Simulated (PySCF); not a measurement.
**[HO2]− (hydroperoxide(1-)) at 5 levels**

Aim: a comparison of 5 runs (HF/STO-3G, HF/3-21G, PBE0/def2-SVP, B3LYP/def2-TZVP, B2PLYP/cc-pVTZ) of [HO2]− (hydroperoxide(1-)). Input form: a Python script.

The calculation is run with PySCF 2.14.0.

## Step 1: The system as given

[HO2]− has 3 atoms, charge -1, and is taken as a singlet. As SMILES, `[O-]O`. The shape is that of a PBE0-D4/def2-TZVPD optimisation.

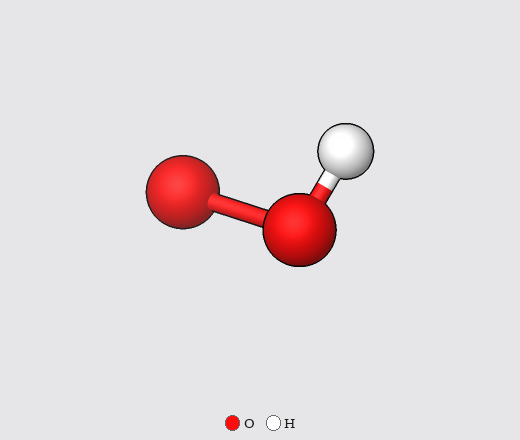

Viewed from a chosen angle; oxygen red, hydrogen white.

## Step 2: Energy and gradient at HF/STO-3G (run 1)

calc.py reads:

```python
import pyscf.grad
from pyscf import gto

mol = gto.M(
    atom='''
O     -0.676068     1.938084    -0.152747
O     -0.457805    -0.842591    -0.341568
H      1.133892    -1.095512     0.494296
''',
    unit='bohr',
    basis='sto-3g',
    max_memory=1860,
    charge=-1,
    verbose=4,
)

hf = mol.RHF()
hf.conv_tol = 1e-10
hf.kernel()
if not hf.converged:
    hf = hf.newton().run(hf.mo_coeff, hf.mo_occ)

energy = hf.e_tot
print('Final energy', energy)
grad = hf.Gradients().kernel()
hf.analyze()
```

Run with:

```bash
$ OMP_NUM_THREADS=1 python calc.py
```

The program printed:

```text
PySCF version 2.14.0

[INPUT] num. atoms = 3
[INPUT] num. electrons = 18
[INPUT] charge = -1
[INPUT] spin (= nelec alpha-beta = 2S) = 0
[INPUT] symmetry False subgroup None
[INPUT] Mole.unit = bohr
[INPUT] Symbol           X                Y                Z      unit          X                Y                Z       unit  Magmom
[INPUT]  1 O     -0.357759778632   1.025589885649  -0.080830231436 AA   -0.676068000000   1.938084000000  -0.152747000000 Bohr   0.0
[INPUT]  2 O     -0.242259973045  -0.445879955326  -0.180750001580 AA   -0.457805000000  -0.842591000000  -0.341568000000 Bohr   0.0
[INPUT]  3 H      0.600029806045  -0.579719984689   0.261570178649 AA    1.133892000000  -1.095512000000   0.494296000000 Bohr   0.0

nuclear repulsion = 29.5270709130392
number of shells = 7
number of NR pGTOs = 33
number of NR cGTOs = 11
basis = sto-3g
ecp = {}

[... 37 lines left out ...]
converged SCF energy = -147.931636309526
[... 11 lines left out ...]
Total Energy =                        -147.931636309525544
[... 1 line left out ...]
One-electron Energy =                 -273.688668682848629
[... 1 line left out ...]
Two-electron Coulomb Energy =          113.857345272467839
[... 3 lines left out ...]
MO #1   energy= -19.7847556891683  occ= 2
[... 1 line left out ...]
MO #3   energy= -0.886206772006331 occ= 2
[... 1 line left out ...]
MO #5   energy= -0.15498151069958  occ= 2
[... 1 line left out ...]
MO #7   energy= 0.014052209475147  occ= 2
[... 1 line left out ...]
MO #9   energy= 0.183900114740464  occ= 2
[... 1 line left out ...]
MO #11  energy= 1.04268879879119   occ= 0
[... 18 lines left out ...]
WARN: System has nonzero charge -1; the dipole moment is origin-dependent.
Location of origin: [0. 0. 0.]

Dipole moment(X, Y, Z, Debye):  2.04359, -2.21682,  0.86411
```

It took 0.71 s on 1 thread of Intel Xeon Platinum 8488C (Sapphire Rapids), shared host; peak memory 0.12 GiB.

## Step 3: Energy and gradient at HF/3-21G (run 2)

mol.xyz reads:

```xyz
3

O     -0.357760     1.025590    -0.080830
O     -0.242260    -0.445880    -0.180750
H      0.600030    -0.579720     0.261570
```

run.py reads:

```python
# hydroperoxide(1-)
import pyscf.grad
from pyscf import gto, scf

mol = gto.M(
    atom='mol.xyz',
    charge=-1,
    max_memory=1860,
    verbose=3,
    basis='3-21g',
)

mf = scf.RHF(mol)
mf.conv_tol = 1e-10
mf.kernel()
if not mf.converged:
    mf = mf.newton().run(mf.mo_coeff, mf.mo_occ)

e_tot = mf.e_tot
print(f'total energy: {e_tot:.8f} hartree')
grad = mf.Gradients().kernel()
mf.analyze()
```

Run with:

```bash
$ OMP_NUM_THREADS=1 python run.py
```

The program printed:

```text
converged SCF energy = -149.291819871428
total energy: -149.29181987 hartree
--------------- RHF gradients ---------------
         x                y                z
0 O     0.0054213631    -0.0414756645    -0.0016410144
1 O     0.0060434792     0.0358703031     0.0072435610
2 H    -0.0114648423     0.0056053614    -0.0056025466
----------------------------------------------
**** MO energy ****
MO #1   energy= -20.1214526807325  occ= 2
MO #2   energy= -20.0176706950889  occ= 2
MO #3   energy= -1.03201857634276  occ= 2
MO #4   energy= -0.732660675429135 occ= 2
MO #5   energy= -0.306458705955403 occ= 2
MO #6   energy= -0.210868155523574 occ= 2
MO #7   energy= -0.168787235923151 occ= 2
MO #8   energy= -0.0459083119751584 occ= 2
MO #9   energy= -0.0211672995655428 occ= 2
MO #10  energy= 0.556656460984509  occ= 0
MO #11  energy= 0.713625431220982  occ= 0
MO #12  energy= 1.55005686724113   occ= 0
MO #13  energy= 2.06900495598578   occ= 0
MO #14  energy= 2.12234614296417   occ= 0
MO #15  energy= 2.20972101419346   occ= 0
MO #16  energy= 2.26086742488542   occ= 0
MO #17  energy= 2.32700053683371   occ= 0
MO #18  energy= 2.43186519427598   occ= 0
MO #19  energy= 3.13116929217665   occ= 0
MO #20  energy= 3.66842367916645   occ= 0
 ** Mulliken atomic charges  **
charge of    0O =     -0.68094
charge of    1O =     -0.51930
charge of    2H =      0.20024

WARN: System has nonzero charge -1; the dipole moment is origin-dependent.
Location of origin: [0. 0. 0.]

Dipole moment(X, Y, Z, Debye):  2.81984, -2.62935,  1.23980
```

It took 0.7 s on 1 thread of Intel Xeon Platinum 8488C (Sapphire Rapids), shared host; peak memory 0.12 GiB.

## Step 4: Energy and forces at PBE0/def2-SVP (run 3)

calc.py reads:

```python
from pyscf import gto, dft

mol = gto.M(
    atom=[
    ('O', (-0.357760, 1.025590, -0.080830)),
    ('O', (-0.242260, -0.445880, -0.180750)),
    ('H', (0.600030, -0.579720, 0.261570)),
],
    basis='def2-svp',
    charge=-1,
    verbose=4,
    max_memory=1860,
)

mf = dft.RKS(mol, xc='pbe0')
mf.conv_tol = 1e-10
mf.grids.level = 5
mf.kernel()
if not mf.converged:
    mf = mf.newton().run(mf.mo_coeff, mf.mo_occ)

energy = mf.e_tot
print('E(%s) = %.9f' % ('PBE0', energy))
grad = mf.nuc_grad_method().kernel()
mf.analyze()
```

Run with:

```bash
$ OMP_NUM_THREADS=1 python calc.py
```

The program printed:

```text
PySCF version 2.14.0

[INPUT] num. atoms = 3
[INPUT] num. electrons = 18
[INPUT] charge = -1
[INPUT] spin (= nelec alpha-beta = 2S) = 0
[INPUT] symmetry False subgroup None
[INPUT] Mole.unit = angstrom
[INPUT] Symbol           X                Y                Z      unit          X                Y                Z       unit  Magmom
[INPUT]  1 O     -0.357760000000   1.025590000000  -0.080830000000 AA   -0.676068418324   1.938084216093  -0.152746562649 Bohr   0.0
[INPUT]  2 O     -0.242260000000  -0.445880000000  -0.180750000000 AA   -0.457805050937  -0.842591084421  -0.341567997015 Bohr   0.0
[INPUT]  3 H      0.600030000000  -0.579720000000   0.261570000000 AA    1.133892366523  -1.095512028933   0.494295662402 Bohr   0.0

nuclear repulsion = 29.527067214085
number of shells = 15
number of NR pGTOs = 55
number of NR cGTOs = 33
basis = def2-svp
ecp = {}

[... 67 lines left out ...]
One-electron Energy =                 -272.775441666094821
[... 5 lines left out ...]
MO #1   energy= -18.9190858717457  occ= 2
[... 3 lines left out ...]
MO #5   energy= -0.172448996269741 occ= 2
[... 3 lines left out ...]
MO #9   energy= 0.13024078500095   occ= 2
[... 3 lines left out ...]
MO #13  energy= 1.20168905500702   occ= 0
[... 3 lines left out ...]
MO #17  energy= 1.32905397740192   occ= 0
[... 3 lines left out ...]
MO #21  energy= 1.71866373150338   occ= 0
[... 3 lines left out ...]
MO #25  energy= 2.76762775818785   occ= 0
[... 3 lines left out ...]
MO #29  energy= 3.29183242268288   occ= 0
[... 3 lines left out ...]
MO #33  energy= 4.15212694416885   occ= 0
[... 4 lines left out ...]
pop of  0 O 3s            0.00762
pop of  0 O 2px           1.98384
pop of  0 O 2py           0.86345
pop of  0 O 2pz           1.98627
pop of  0 O 3px           0.00741
pop of  0 O 3py           0.00140
pop of  0 O 3pz           0.00664
pop of  0 O 3dxy          0.00041
pop of  0 O 3dyz          0.00042
pop of  0 O 3dz^2         0.00048
pop of  0 O 3dxz          0.00001
pop of  0 O 3dx2-y2       0.00139
pop of  1 O 1s            1.99995
pop of  1 O 2s            1.70744
pop of  1 O 3s            0.00738
pop of  1 O 2px           1.56136
pop of  1 O 2py           1.30873
pop of  1 O 2pz           1.87865
pop of  1 O 3px           0.00361
pop of  1 O 3py           0.00214
pop of  1 O 3pz           0.00265
pop of  1 O 3dxy          0.00107
pop of  1 O 3dyz          0.00085
pop of  1 O 3dz^2         0.00091
pop of  1 O 3dxz          0.00240
pop of  1 O 3dx2-y2       0.00238
pop of  2 H 1s            0.73088
pop of  2 H 2s            0.01526
pop of  2 H 2px           0.00171
pop of  2 H 2py           0.00127
pop of  2 H 2pz           0.00261
 ** Mulliken atomic charges  **
charge of    0O =     -0.76877
charge of    1O =     -0.47951
charge of    2H =      0.24828

WARN: System has nonzero charge -1; the dipole moment is origin-dependent.
Location of origin: [0. 0. 0.]

Dipole moment(X, Y, Z, Debye):  2.72708, -3.15411,  1.13147
```

It took 3.3 s on 1 thread of Intel Xeon Platinum 8488C (Sapphire Rapids), shared host; peak memory 0.38 GiB.

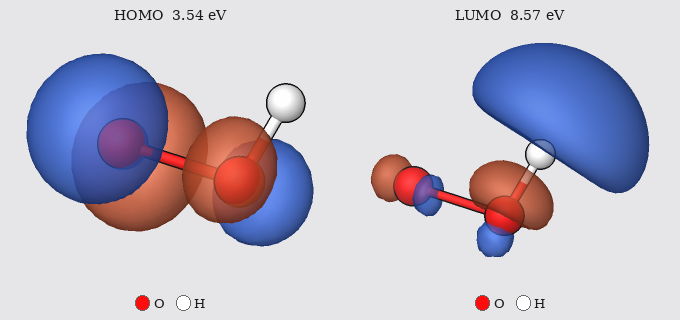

Frontier orbitals of this run, surfaces at ±0.2 Å^-3/2.

Run 4 isn't shown in full; the table further down has it.

## Step 5: The energy at B2PLYP/cc-pVTZ (run 5)

calc.py reads:

```python
from pyscf import gto, dft, mp

mol = gto.M(
    atom='''
O     -0.676068     1.938084    -0.152747
O     -0.457805    -0.842591    -0.341568
H      1.133892    -1.095512     0.494296
''',
    unit='bohr',
    verbose=4,
    spin=0,
    basis='cc-pvtz',
    charge=-1,
    max_memory=1860,
)

ks = dft.RKS(mol, xc='0.53*HF + 0.47*B88, 0.73*LYP')
ks.grids.level = 5
ks.conv_tol = 1e-10
ks.kernel()
if not ks.converged:
    ks = ks.newton().run(ks.mo_coeff, ks.mo_occ)

pt = mp.MP2(ks, frozen=2).run()
etot = ks.e_tot + 0.27 * pt.e_corr
print('PT2 part  %.8f' % (0.27 * pt.e_corr))
print(f'total energy: {etot:.8f} hartree')
dip = ks.dip_moment()
pop, q = ks.mulliken_pop()
```

Run with:

```bash
$ OMP_NUM_THREADS=1 python calc.py
```

The program printed:

```text
PySCF version 2.14.0

[INPUT] num. atoms = 3
[INPUT] num. electrons = 18
[INPUT] charge = -1
[INPUT] spin (= nelec alpha-beta = 2S) = 0
[INPUT] symmetry False subgroup None
[INPUT] Mole.unit = bohr
[INPUT] Symbol           X                Y                Z      unit          X                Y                Z       unit  Magmom
[INPUT]  1 O     -0.357759778632   1.025589885649  -0.080830231436 AA   -0.676068000000   1.938084000000  -0.152747000000 Bohr   0.0
[INPUT]  2 O     -0.242259973045  -0.445879955326  -0.180750001580 AA   -0.457805000000  -0.842591000000  -0.341568000000 Bohr   0.0
[INPUT]  3 H      0.600029806045  -0.579719984689   0.261570178649 AA    1.133892000000  -1.095512000000   0.494296000000 Bohr   0.0

nuclear repulsion = 29.5270709130392
number of shells = 24
number of NR pGTOs = 100
number of NR cGTOs = 74
basis = cc-pvtz
ecp = {}

[... 57 lines left out ...]
converged SCF energy = -150.717463308984
[... 9 lines left out ...]
total energy: -150.87835816 hartree
[... 1 line left out ...]
WARN: System has nonzero charge -1; the dipole moment is origin-dependent.
[... 2 lines left out ...]
Dipole moment(X, Y, Z, Debye):  2.72281, -3.03979,  1.14178
[... 39 lines left out ...]
pop of  1 O 3py           0.59482
pop of  1 O 3pz           0.77143
pop of  1 O 4px           0.41314
pop of  1 O 4py           0.34506
pop of  1 O 4pz           0.55563
pop of  1 O 3dxy          0.00039
pop of  1 O 3dyz          0.00035
pop of  1 O 3dz^2         0.00025
pop of  1 O 3dxz          0.00072
pop of  1 O 3dx2-y2       0.00122
pop of  1 O 4dxy          0.00565
pop of  1 O 4dyz          0.00636
pop of  1 O 4dz^2         0.00273
pop of  1 O 4dxz          0.00454
pop of  1 O 4dx2-y2       0.01092
pop of  1 O 4f-3          0.00024
pop of  1 O 4f-2          0.00003
pop of  1 O 4f-1          0.00024
pop of  1 O 4f+0          0.00024
pop of  1 O 4f+1          0.00009
pop of  1 O 4f+2          0.00037
pop of  1 O 4f+3          0.00035
pop of  2 H 1s            0.27283
pop of  2 H 2s            0.38096
pop of  2 H 3s            0.08859
pop of  2 H 2px           0.01037
pop of  2 H 2py           0.00320
pop of  2 H 2pz           0.00592
pop of  2 H 3px           0.01938
pop of  2 H 3py           0.01896
pop of  2 H 3pz           0.03100
pop of  2 H 3dxy          0.00128
pop of  2 H 3dyz          0.00037
pop of  2 H 3dz^2         0.00159
pop of  2 H 3dxz          0.00201
pop of  2 H 3dx2-y2       0.00174
 ** Mulliken atomic charges  **
charge of    0O =     -0.72102
charge of    1O =     -0.44079
charge of    2H =      0.16181
```

It took 5.4 s on 1 thread of Intel Xeon Platinum 8488C (Sapphire Rapids), shared host; peak memory 0.34 GiB.

## Step 6: The series

```
run            level  integration grid      task  energy (Eh)  HOMO energy (eV)  LUMO energy (eV)  HOMO–LUMO gap (eV)  wall time
  1        HF/STO-3G                 –  gradient  -147.931636              5.00             27.00               21.99     0.71 s
  2         HF/3-21G                 –  gradient  -149.291820             -0.58             15.15               15.72      0.7 s
  3    PBE0/def2-SVP                 5  gradient  -150.611352              3.54              8.57                5.02      3.3 s
  4  B3LYP/def2-TZVP                 5  gradient  -150.996813              2.46              6.65                4.19      7.2 s
  5   B2PLYP/cc-pVTZ                 5    energy  -150.878358              0.79              8.42                7.63      5.4 s
```

## Step 7: What came out

| quantity | value |
| --- | --- |
| run 5: total energy | -150.87836 Eh |
| run 5: HOMO energy (SCF part's orbitals) | 0.79 eV |
| run 5: LUMO energy (SCF part's orbitals) | 8.42 eV |
| run 5: HOMO–LUMO gap (to an unbound level, set by the basis) | 7.63 eV |

The HOMO–LUMO gap runs from 4.19 eV (B3LYP/def2-TZVP) to 21.99 eV (HF/STO-3G). The two ends differ in method and basis. The empty levels of an anion lie above zero and hang on the basis. Totals of different functionals can't be ranked against each other. In runs 1, 3, 4, 5 the HOMO lies above zero, so the outermost electron may be held by the basis alone. In run 1 the basis is minimal, so the values are rough. All runs together took 17 s, the longest 7.2 s.
